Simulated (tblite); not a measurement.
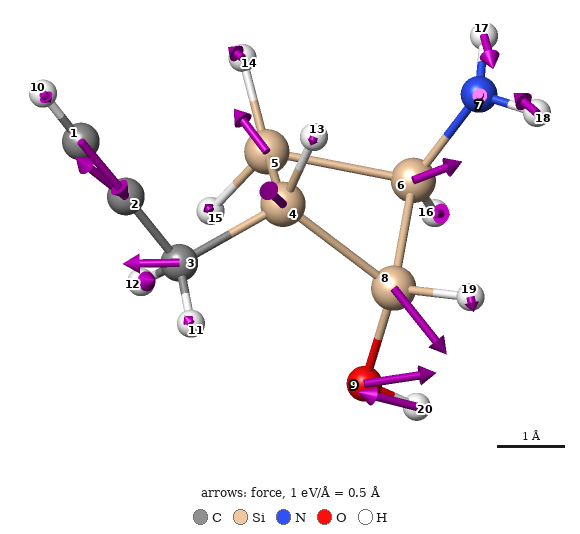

Starting geometry of C3H11NOSi4 with the computed forces as purple arrows. A ball-and-stick model, seen at a tilt.

These are results of GFN2-xTB geometry optimisation, gas phase (tblite 0.8.0), not measurements. 

Is this structure relaxed? If not, where do the atoms go?

Answer. It isn't relaxed: the largest force vector, on C atoms, is 2.55 eV/Å. The final displacements have little in common with the starting forces (cosine between the two patterns 0.13). The largest move after the best rigid fit is that of H15, 1.51 Å. By element the largest moves are H 1.51 Å, C 0.97 Å, Si 0.86 Å, N 0.71 Å, O 0.58 Å. Some distances before and after: Si4–Si8 2.214 → 2.361 Å, Si4–Si5 2.241 → 2.367 Å, Si5–Si6 2.243 → 2.360 Å, Si6–Si8 2.260 → 2.348 Å. Bond angles that change, for instance: H14–Si5–H15 116.6° → 102.2°, Si4–Si8–O9 116.6° → 102.5°, Si8–O9–H20 109.7° → 122.6°. Groups turn about C3–Si4 by about 30°, Si4–Si5 by about 30°, Si4–Si8 by about 20°. After 203 geometry steps the energy has fallen by 29.2 kcal/mol.
